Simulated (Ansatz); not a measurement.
# GaH3+ (doublet): one geometry, many settings at distance Ga1–H3 = 3.335 Å

Aim: run GaH3+ (doublet) at one geometry under a spread of methods and options, and see what each costs and gives.

Program: Ansatz 0.2.0, Gaussian basis. Level of theory: the settings change from run to run. These are calculated values, not measurements.

37 further runs of the same task are left out: 23 for a known fault of the program, 12 that didn't finish, 2 set aside as unsound or not needed. Runs told in other sessions of the task aren't counted.

## 1. The geometry

The geometry derives from a PBE0/def2-TZVP stationary point (not a proven minimum). One bond is set to the value named and the two fragments are kept rigid. No spin-orbit coupling is included. The filled d shell of Ga may be among the frozen orbitals whatever the setting's name suggests.

4 atoms, charge 1, spin multiplicity 2.

Atoms are counted from 1 here; the program's logs count them from 0.

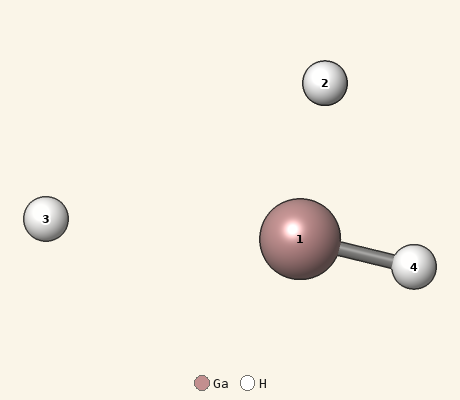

The structure; gallium pink, hydrogen white; atoms are numbered from 1 in the order of the file.

## 2. MP2 on ROHF/def2-SVP

in.yaml

```yaml
crystal:
  periodic: [false, false, false]
  atoms:
    - {symbol: Ga, position_ang: [0.000000, 0.023342, 0.024901]}
    - {symbol: H, position_ang: [0.000000, -2.049249, 0.024901]}
    - {symbol: H, position_ang: [0.000000, 0.289144, -3.299490]}
    - {symbol: H, position_ang: [0.000000, 0.145447, 1.552071]}
basis:
  gaussian: {orbitals: def2-SVP}
total_charge: 1
magnetization: {spin_polarized: false, initial_magnetization: 1}
correlation: {method: mp2, electrons: valence}
```

Started as:

```bash
$ ansatz run in.yaml --threads 1 --pin off --events-out ev --progress --plain --max-ram 2393MiB
```

The program printed:

```text
Functional definition: HF
  name "HF"
  cite "Fock, Z. Phys. 61, 126 (1930) doi:10.1007/BF01340294"
  parent pbe
  exchange = exact_x
  correlation = 0
476 factors; integrals over basis functions are off by at most 1.1e-3 eV
mean field evaluation 1: about -52358.6237 eV, gradient 1.0e1 eV
mean field evaluation 2: about -52358.6278 eV, gradient 1.0e1 eV
mean field evaluation 4: about -52360.9790 eV, gradient 3.8e0 eV
mean field evaluation 8: about -52361.5402 eV, gradient 3.8e-1 eV
mean field evaluation 16: about -52361.5429 eV, gradient 2.3e-6 eV
mean field -52361.54288026 eV, -1924.2512089210 hartree, gradient 2.3e-6 eV, S^2 0.750000; 2 other end points of the search recorded, 0 dependent functions left out
mean field evaluation 32: about -52361.6312 eV, gradient 1.3e0 eV
unrestricted determinant -52362.43429555 eV, -1924.2839678287 hartree, S^2 1.5618
9 core orbitals not correlated: weight in the atoms' cores, before any rotation towards them, 1.000 or more for the frozen orbitals, at most 0.000 for the correlated occupied ones
reference -52361.54288026 eV, -1924.2512089210 hartree; 8, 7 occupied and 30, 31 virtual orbitals, 476 factors
second order -5.52705260 eV of doubles, -0.00048520 eV of singles
Total energy: -52367.07041806 eV, -1924.4543421885 hartree
```

It took 0.72 s on 1 thread of Arm Neoverse V1, shared host.

## 3. MP2 on ROHF/cc-pVDZ

in.yaml, as its differences from that of step 2:

```diff
@@ -8,5 +8,7 @@
 basis:
-  gaussian: {orbitals: def2-SVP}
+  gaussian: {orbitals: cc-pVDZ}
 total_charge: 1
 magnetization: {spin_polarized: false, initial_magnetization: 1}
-correlation: {method: mp2, electrons: valence}
+correlation: {method: mp2, electrons: outside_noble_gas}
+scf: {lower_state_search: full}
+output: {forces: true}
```

The command is unchanged.

The program printed, cut to the lines that bear on the results:

```text
Functional definition: HF
  name "HF"
  cite "Fock, Z. Phys. 61, 126 (1930) doi:10.1007/BF01340294"
  parent pbe
[...]
450 factors; integrals over basis functions are off by at most 1.4e-3 eV
[...]
mean field -52367.42171962 eV, -1924.4672522829 hartree, gradient 1.8e-6 eV, S^2 0.750000; 5 other end points of the search recorded, 0 dependent functions left out
unrestricted determinant -52368.33276828 eV, -1924.5007327035 hartree, S^2 1.5673
14 core orbitals not correlated: weight in the atoms' cores, before any rotation towards them, 0.999 or more for the frozen orbitals, at most 0.000 for the correlated occupied ones
reference -52367.42171962 eV, -1924.4672522829 hartree; 3, 2 occupied and 25, 26 virtual orbitals, 450 factors
second order -1.64070400 eV of doubles, -0.00047490 eV of singles
[...]
Total energy: -52369.06289852 eV, -1924.5275644947 hartree
Atom 0 at     0.000000     0.023342     0.024901 Å, force    -0.000000    -4.098104     0.442933 eV/Å
Atom 1 at     0.000000    -2.049249     0.024901 Å, force     0.000000     2.385544    -1.184048 eV/Å
Atom 2 at     0.000000     0.289144    -3.299490 Å, force     0.000000     0.012805     0.060559 eV/Å
Atom 3 at     0.000000     0.145447     1.552071 Å, force     0.000000     1.699754     0.680556 eV/Å
Dipole moment:     0.000000     0.230126    -0.188217 e Å
```

It took 1.3 s on 1 thread of Arm Neoverse V1, shared host.

## 4. MP2 on UHF/cc-pVDZ

in.yaml

```yaml
crystal:
  periodic: [false, false, false]
  atoms:
    - {symbol: Ga, position_ang: [0.000000, 0.023342, 0.024901]}
    - {symbol: H, position_ang: [0.000000, -2.049249, 0.024901]}
    - {symbol: H, position_ang: [0.000000, 0.289144, -3.299490]}
    - {symbol: H, position_ang: [0.000000, 0.145447, 1.552071]}
basis:
  gaussian: {orbitals: cc-pVDZ, point_charges: [{charge: -0.50, position_ang: [3.633, -0.497, 0.134]}]}
total_charge: 1
magnetization: {spin_polarized: true, initial_magnetization: 1}
correlation: {method: mp2, electrons: all}
scf: {lower_state_search: off}
```

Same command.

The program printed, cut to the lines that bear on the results:

```text
Functional definition: HF
  name "HF"
  cite "Fock, Z. Phys. 61, 126 (1930) doi:10.1007/BF01340294"
  parent pbe
[...]
450 factors; integrals over basis functions are off by at most 1.4e-3 eV
[...]
mean field -52370.33275070 eV, -1924.5742307017 hartree, gradient 2.9e-6 eV, S^2 1.572335; 0 other end points of the search recorded, 0 dependent functions left out
reference -52370.33275070 eV, -1924.5742307017 hartree; 17, 16 occupied and 25, 26 virtual orbitals, 450 factors
second order -1.53491845 eV of doubles, -0.00000000 eV of singles
Total energy: -52371.86766915 eV, -1924.6306379145 hartree
Checks for a lower state left out: stability, starts, cluster_reference, orbital_swaps, neighbouring_geometries, increment
```

Run time: 0.42 s. Hardware: 1 thread of Arm Neoverse V1, shared host.

From the report: ⟨S²⟩ of the determinant 1.572 (pure doublet: 0.75). The determinant of MP2 (⟨S²⟩ 1.57) is far from a pure spin state, so its energy mixes those of several spin states; that is harmless only where they are near-degenerate.

## 5. HF (UHF)/def2-SVP

in.yaml, as its differences from that of step 4:

```diff
@@ -8,6 +8,6 @@
 basis:
-  gaussian: {orbitals: cc-pVDZ, point_charges: [{charge: -0.50, position_ang: [3.633, -0.497, 0.134]}]}
+  gaussian: {orbitals: def2-SVP}
 total_charge: 1
 magnetization: {spin_polarized: true, initial_magnetization: 1}
-correlation: {method: mp2, electrons: all}
-scf: {lower_state_search: off}
+hamiltonian: {xc: hf}
+output: {forces: true, orbitals: {seedname: orbitals}}
```

Launched as before.

The program printed, cut to the lines that bear on the results:

```text
Functional definition: HF
  name "HF"
  cite "Fock, Z. Phys. 61, 126 (1930) doi:10.1007/BF01340294"
  parent pbe
[...]
476 factors; integrals over basis functions are off by at most 1.1e-3 eV
[...]
mean field -52362.43429555 eV, -1924.2839678287 hartree, gradient 1.9e-5 eV, S^2 1.561788; 6 other end points of the search recorded, 0 dependent functions left out
[...]
reference -52362.43429555 eV, -1924.2839678287 hartree; 17, 16 occupied and 30, 31 virtual orbitals, 476 factors
Total energy: -52362.43429555 eV, -1924.2839678287 hartree
Atom 0 at     0.000000     0.023342     0.024901 Å, force    -0.000000    -0.948550    -0.506590 eV/Å
Atom 1 at     0.000000    -2.049249     0.024901 Å, force     0.000000     0.285972    -0.440477 eV/Å
Atom 2 at     0.000000     0.289144    -3.299490 Å, force    -0.000000    -0.006339     0.097794 eV/Å
Atom 3 at     0.000000     0.145447     1.552071 Å, force     0.000000     0.668917     0.849273 eV/Å
Dipole moment:     0.000000    -0.051672    -0.055349 e Å
```

It took 1.4 s on 1 thread of Arm Neoverse V1, shared host.

From the report: ⟨S²⟩ of the determinant 1.562 (pure doublet: 0.75). The determinant of HF (⟨S²⟩ 1.56) is far from a pure spin state, so its energy mixes those of several spin states; that is harmless only where they are near-degenerate.

## 6. CASSCF(7,6)/STO-3G

in.yaml, as its differences from that of step 5:

```diff
@@ -8,6 +8,5 @@
 basis:
-  gaussian: {orbitals: def2-SVP}
+  gaussian: {orbitals: STO-3G}
 total_charge: 1
-magnetization: {spin_polarized: true, initial_magnetization: 1}
-hamiltonian: {xc: hf}
-output: {forces: true, orbitals: {seedname: orbitals}}
+magnetization: {spin_polarized: false, initial_magnetization: 1}
+correlation: {active_space: {window: {electrons: 7, orbitals: 6}, states: [{multiplicity: 2, weights: [1, 1, 1]}]}}
```

The command is unchanged.

The program printed, cut to the lines that bear on the results:

```text
Functional definition: HF
  name "HF"
  cite "Fock, Z. Phys. 61, 126 (1930) doi:10.1007/BF01340294"
  parent pbe
[...]
244 factors; integrals over basis functions are off by at most 4.4e-8 eV
[...]
mean field -51759.93023621 eV, -1902.1423520399 hartree, gradient 3.8e-6 eV, S^2 0.750000; 18 other end points of the search recorded, 0 dependent functions left out
reference -51759.93023621 eV, -1902.1423520399 hartree; 17, 16 occupied and 4, 5 virtual orbitals, 244 factors
state -51764.00174235 eV, -1902.2919771309 hartree
state -51763.97408986 eV, -1902.2909609204 hartree
state -51763.74624809 eV, -1902.2825878900 hartree
[...]
the orbitals are reached from a further start. From the first start the search ends at -51762.29591618 eV, -1902.2292891754 hartree
Total energy: -51763.90736010 eV, -1902.2885086471 hartree
```

Wall time 12 s (1 thread of Arm Neoverse V1, shared host).

From the report: 300 determinants; active occupations (of the averaged states) 1.91, 1.67, 1.34, 1.18, 0.83, 0.09.

## 7. All runs side by side

Where basis and cores are those of an earlier FCI/cc-pVDZ run (-52369.9761 eV), and the records show the same count of frozen orbitals and kind of state, the miss against it is given; a blank cell means that this couldn't be shown.

```tsv
level	correlated	functions	energy (eV)	from FCI (meV)	time
MP2 on ROHF/def2-SVP	valence	47	-52367.0704		0.72 s
MP2 on ROHF/cc-pVDZ	outside noble gas	42	-52369.0629	913.2	1.3 s
MP2 on UHF/cc-pVDZ (beside a point charge)	all	42	-52371.8677		0.42 s
HF (UHF)/def2-SVP		47	-52362.4343		1.4 s
CASSCF(7,6)/STO-3G (mean of several states)		21	-51763.9074		12 s
```

## 8. What came out

```
quantity                                               value
    runs                                                   5
quickest  MP2 on UHF/cc-pVDZ (beside a point charge), 0.42 s
 slowest   CASSCF(7,6)/STO-3G (mean of several states), 12 s
```

What this shows: Total energies in different bases, with other cores or another treatment of relativity can't be set against each other. «valence» and «outside noble gas» are the program's key words; the logs give how many orbitals each freezes, and for Ga to Kr the 3d shell needn't follow the word's plain sense. CASSCF(7,6)/STO-3G (mean of several states) took 27 times as long as MP2 on UHF/cc-pVDZ (beside a point charge); the jobs differ in more than the method.
